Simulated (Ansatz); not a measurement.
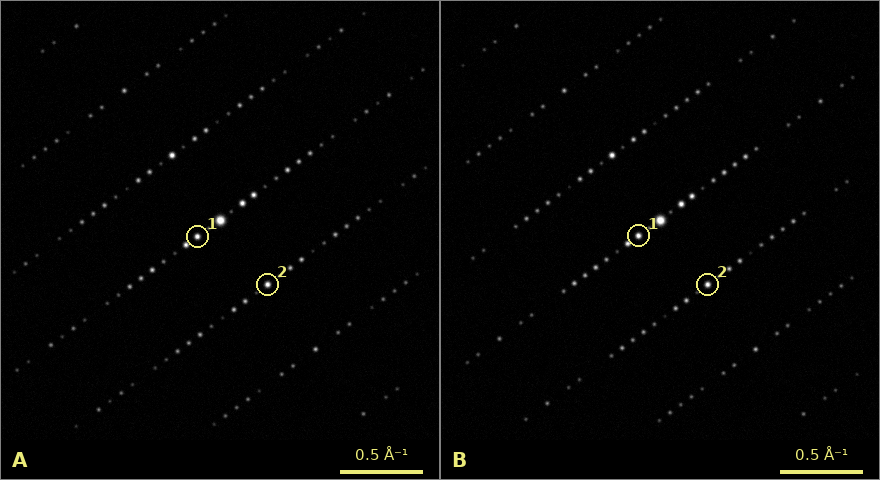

Kinematic electron diffraction patterns (200 kV, B = 0.5 Å², same scale) along [1-10] of the run's own cell, for the start and the end of one relaxation of Ge3Br2 with Ansatz, DFT PBE, scalar-relativistic, plane waves, PAW. k mesh 12×12×4. The start is a generated model structure, and the relaxation ends in the nearest stationary point of its symmetry, not necessarily the ground state. Spot 1 is 0 0 -2 and spot 2 is 1 1 0 in both.

Start structure:

```
CELL_PARAMETERS angstrom
4.05424 0.00000 0.00000
-2.02712 3.51107 0.00000
0.00000 0.00000 11.62334
ATOMIC_POSITIONS crystal
Ge 0.00000 0.00000 0.00000
Ge 0.33333 0.66667 0.52934
Ge 0.66667 0.33333 0.47066
Br 0.33333 0.66667 0.13887
Br 0.66667 0.33333 0.86113
```

Question: Which pattern belongs to the start structure, and which to the relaxed one?

Answer: A is the start: its cell gives d(1) = 5.812 Å, d(2) = 2.027 Å and an angle of 90.0°. B is the relaxed structure, with d(1) = 6.122 Å (+5.3 %), d(2) = 2.026 Å (-0.1 %) and 90.0°.

Question: Name reflections whose intensity changes strongly on relaxation.

Answer: 0 0 5 goes from 4.6 to 11 % of the strongest spot.

Question: Summarise the relaxation behind the change.

Answer: The volume changed by +5.2 % to 34.81 Å³ an atom; with the mean shift removed, the atoms moved by up to 0.08 Å relative to the cell (Br most); the space group stayed P-3m1 (No. 164); the free energy fell by 1.1 meV an atom. Relaxed cell: a = 4.052 Å, b = 4.052 Å, c = 12.243 Å, α = 90.00°, β = 90.00°, γ = 120.00°.
